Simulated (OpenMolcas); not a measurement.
# [CF2]+ (SMILES F[C+]F): a chain of runs

Wanted: a series of 8 runs (ROHF/cc-pVTZ, CASSCF(17,12)/cc-pVTZ, CASPT2(17,12)/cc-pVTZ, CASPT2[IPEA 0](17,12)/cc-pVTZ, SC-NEVPT2(17,12)/cc-pVTZ, PC-NEVPT2(17,12)/cc-pVTZ, MC-PDFT[tPBE](17,12)/cc-pVTZ, MC-PDFT[ftPBE](17,12)/cc-pVTZ) of [CF2]+. 

The calculation is run with OpenMolcas 26.06.

## (1) The system as given

[CF2]+ has 3 atoms, charge +1, and is taken as a doublet. As SMILES, `F[C+]F`. The C2–F3 distance was set to 2.185 Å, away from the relaxed value. At this shape a bond of the SMILES string is far longer than usual.

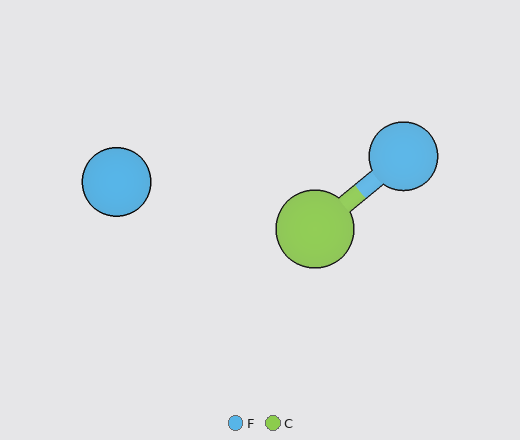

Viewed from a chosen angle; fluorine blue, carbon green.

## (2) A single-point energy at ROHF/cc-pVTZ (run 1)

Contents of step1.inp:

```
&GATEWAY
BasLib=$CurrDir
BasisSet
F.cc-pVTZ....
F1 1.123558 1.397197 0.772792 angstrom
F3 -0.654830 -0.751620 -0.443470 angstrom
End of Basis
BasisSet
C.cc-pVTZ....
C2 1.020158 0.202857 0.583872 angstrom
End of Basis
&SEWARD
&SCF
UHF
Charge=1
Spin=2
PrOrbitals=1 1
&RASSCF
FileOrb=$Project.UnaOrb
Spin=2
Nactel=1 0 0
Inactive=11
Ras2=1
OutOrbitals=Canonical
OrbListing=Nothing
```

The basis set cc-pVTZ is read from a file made from the Basis Set Exchange's data (not shown).

Command:

```console
$ export MOLCAS_MEM=1860
$ pymolcas step1.inp > step1.log
```

Log:

```text
--- Start Module: gateway ---
[...]
--- Stop Module: gateway /rc=_RC_ALL_IS_WELL_ ---
[...]
      Basis functions           90
[...]
--- Start Module: scf ---
[...]
       Convergence after  29 Iterations
[...]
::    Total SCF energy                               -236.2912324155
[...]
      Total spin, S                                     0.5022227523
[...]
--- Stop Module: scf /rc=_RC_ALL_IS_WELL_ ---
[...]
--- Start Module: rasscf ---
[...]
      Number of active orbitals                  1
[...]
      Spin quantum number                      0.5
[...]
      Active orbitals                            1
[...]
      Number of CSFs                             1
[...]
      Number of root(s) required                 1
[...]
      Convergence after 13 iterations
[...]
      printout of CI-coefficients larger than  0.05 for root  1
      energy=    -236.286463
      conf/sym  1     Coeff  Weight
             1  u   1.00000 1.00000
      Natural orbitals and occupation numbers for root  1
      sym 1:   1.000000
      ************************************************************************************************************************
      *                                                    Final results                                                     *
[...]
::    RASSCF root number  1 Total energy:   -236.28646284
[...]
      Total electronic charge=   23.000000
      Total            charge=    1.000000
[...]
      Dipole Moment (debye):
      Origin of the operator (angstrom)=    0.4230    0.2940    0.2653
                   X=  2.3917E+00               Y=  9.8149E-01               Z=  1.4248E+00           Total=  2.9519E+00
      Center of Charge (angstrom)
[...]
--- Stop Module: rasscf /rc=_RC_ALL_IS_WELL_ ---
[...]
```

Run time: 17 s. Hardware: 1 thread of Arm Neoverse V1, shared host; peak memory 0.49 GiB.

## (3) The energy at CASSCF(17,12)/cc-pVTZ (run 2)

Contents of step2.inp:

```
* CF2 CASSCF
&gateway
baslib
$CurrDir
basisset
F.cc-pVTZ....
F1 1.123558 1.397197 0.772792 angstrom
F3 -0.654830 -0.751620 -0.443470 angstrom
End of Basis
basisset
C.cc-pVTZ....
C2 1.020158 0.202857 0.583872 angstrom
End of Basis
&seward
&rasscf
fileorb
$CurrDir/step1.RasOrb
spin
2
nactel
17 0 0
inactive
3
ras2
12
orblisting
Nothing
orbappear
Compact
```

The basis set cc-pVTZ is read from a file made from the Basis Set Exchange's data (not shown).

Command:

```console
$ export MOLCAS_MEM=1860
$ pymolcas step2.inp > step2.log
```

Log:

```text
--- Start Module: gateway ---
[...]
--- Stop Module: gateway /rc=_RC_ALL_IS_WELL_ ---
--- Start Module: seward ---
[...]
      Basis functions           90
--- Stop Module: seward /rc=_RC_ALL_IS_WELL_ ---
[...]
--- Start Module: rasscf ---
[...]
      Number of active orbitals                 12
[...]
      Spin quantum number                      0.5
[...]
      Active orbitals                           12
[...]
      Number of CSFs                         56628
[...]
      Number of root(s) required                 1
[...]
 ###    WARNING: Large orbital rotation.                                     ###
 ###############################################################################
      Molecular orbital  15 of symmetry 1 MO space 2  weight is    0.243943
[...]
 ###    WARNING: Large orbital rotation.                                     ###
 ###############################################################################
      Molecular orbital  19 of symmetry 1 MO space 3  weight is    0.410033
[...]
      Convergence after 14 iterations
[...]
      printout of CI-coefficients larger than  0.05 for root  1
      energy=    -236.414390
      conf/sym  111111111111     Coeff  Weight
             1  22222222u000  -0.97732 0.95515
          3656  22220222u200  -0.07490 0.00561
          3879  222ud222uud0  -0.05757 0.00331
          4165  22u2d222uu0d  -0.05057 0.00256
          4725  22202222u020  -0.07251 0.00526
          5680  22022222u002  -0.06265 0.00392
[...]
      Natural orbitals and occupation numbers for root  1
      sym 1:   1.999020   1.999968   1.975402   1.970045   1.969094   1.994403   1.999966   1.999775   1.000223   0.033703
               0.032515   0.025885
[...]
::    RASSCF root number  1 Total energy:   -236.41439019
[...]
      Total electronic charge=   23.000000
      Total            charge=    1.000000
[...]
      Dipole Moment (debye):
      Origin of the operator (angstrom)=    0.4230    0.2940    0.2653
                   X=  2.5154E+00               Y=  1.6252E+00               Z=  1.5640E+00           Total=  3.3785E+00
      Center of Charge (angstrom)
[...]
--- Stop Module: rasscf /rc=_RC_ALL_IS_WELL_ ---
[...]
```

It took 59 s on 1 thread of Arm Neoverse V1, shared host; peak memory 0.49 GiB.

Runs 3 to 7 aren't shown in full; the table further down has their settings and results.

## (4) The energy at MC-PDFT[ftPBE](17,12)/cc-pVTZ (run 8)

Contents of step8.inp:

```
&gateway
 baslib=$CurrDir
 basisset
 F.cc-pVTZ....
 F1 1.123558 1.397197 0.772792 angstrom
 F3 -0.654830 -0.751620 -0.443470 angstrom
 End of Basis
 basisset
 C.cc-pVTZ....
 C2 1.020158 0.202857 0.583872 angstrom
 End of Basis

&seward

&rasscf
 fileorb=$CurrDir/step2.RasOrb
 spin=2
 nactel=17 0 0
 inactive=3
 ras2=12
 orblisting=Nothing
 orbappear=Compact

&mcpdft
 ksdft=FT:PBE
```

The basis set cc-pVTZ is read from a file made from the Basis Set Exchange's data (not shown).

Command:

```console
$ export MOLCAS_MEM=1860
$ pymolcas step8.inp > step8.log
```

Log:

```text
--- Start Module: gateway ---
[...]
--- Stop Module: gateway /rc=_RC_ALL_IS_WELL_ ---
[...]
      Basis functions           90
[...]
--- Start Module: rasscf ---
[...]
      Number of active orbitals                 12
[...]
      Spin quantum number                      0.5
[...]
      Active orbitals                           12
[...]
      Number of CSFs                         56628
[...]
      Number of root(s) required                 1
[...]
      Convergence after 10 iterations
[...]
      printout of CI-coefficients larger than  0.05 for root  1
      energy=    -236.414390
      conf/sym  111111111111     Coeff  Weight
             1  22222222u000  -0.97732 0.95516
          3656  22220222u200  -0.07490 0.00561
          3879  222ud222uud0  -0.05757 0.00331
          4165  22u2d222uu0d  -0.05057 0.00256
          4725  22202222u020  -0.07251 0.00526
          5680  22022222u002  -0.06265 0.00392
[...]
      Natural orbitals and occupation numbers for root  1
      sym 1:   1.999020   1.999968   1.975404   1.970048   1.969096   1.994405   1.999966   1.999776   1.000222   0.033701
               0.032509   0.025884
[...]
::    RASSCF root number  1 Total energy:   -236.41439018
[...]
      Total electronic charge=   23.000000
      Total            charge=    1.000000
[...]
      Dipole Moment (debye):
      Origin of the operator (angstrom)=    0.4230    0.2940    0.2653
                   X=  2.5149E+00               Y=  1.6249E+00               Z=  1.5637E+00           Total=  3.3779E+00
      Center of Charge (angstrom)
[...]
--- Stop Module: rasscf /rc=_RC_ALL_IS_WELL_ ---
[...]
--- Start Module: mcpdft ---
[...]
 ###    WARNING: Deprecation warning: KSDF should be replaced                ###
 ###    with FUNC keyword                                                    ###
 ###############################################################################
[...]
::    MCPDFT root number  1 Total energy:   -237.02054168
--- Stop Module: mcpdft /rc=_RC_ALL_IS_WELL_ ---
[...]
```

Wall time 37 s (1 thread of Arm Neoverse V1, shared host); peak memory 0.49 GiB.

## (5) All runs side by side

| run | level | active rule | inactive | energy (Eh) | wall time |
| --- | --- | --- | --- | --- | --- |
| 1 | ROHF/cc-pVTZ | – | – | -236.286463 | 17 s |
| 2 | CASSCF(17,12)/cc-pVTZ | full valence | 3 | -236.414390 | 59 s |
| 3 | CASPT2(17,12)/cc-pVTZ | full valence | 3 | -236.848100 | 66 s |
| 4 | CASPT2[IPEA 0](17,12)/cc-pVTZ | full valence | 3 | -236.851320 | 66 s |
| 5 | SC-NEVPT2(17,12)/cc-pVTZ | full valence | 3 | -236.803452 | 92 s |
| 6 | PC-NEVPT2(17,12)/cc-pVTZ | full valence | 3 | -236.809232 | 92 s |
| 7 | MC-PDFT[tPBE](17,12)/cc-pVTZ | full valence | 3 | -236.952572 | 37 s |
| 8 | MC-PDFT[ftPBE](17,12)/cc-pVTZ | full valence | 3 | -237.020542 | 37 s |

## (6) Results

| quantity | value |
| --- | --- |
| run 8, MC-PDFT[ftPBE](17,12)/cc-pVTZ: total energy | -237.02054 Eh |

**Reading.** Below the ROHF energy at the same shape and in the same basis (cc-pVTZ): CASSCF(17,12) -127.9 mEh; CASPT2(17,12) -561.6 mEh; CASPT2[IPEA 0](17,12) -564.9 mEh; SC-NEVPT2(17,12) -517.0 mEh; PC-NEVPT2(17,12) -522.8 mEh. Active-space methods hold only the correlation inside their space unless a perturbation or CI step follows. All runs together took 7.8 min, the longest 92 s.
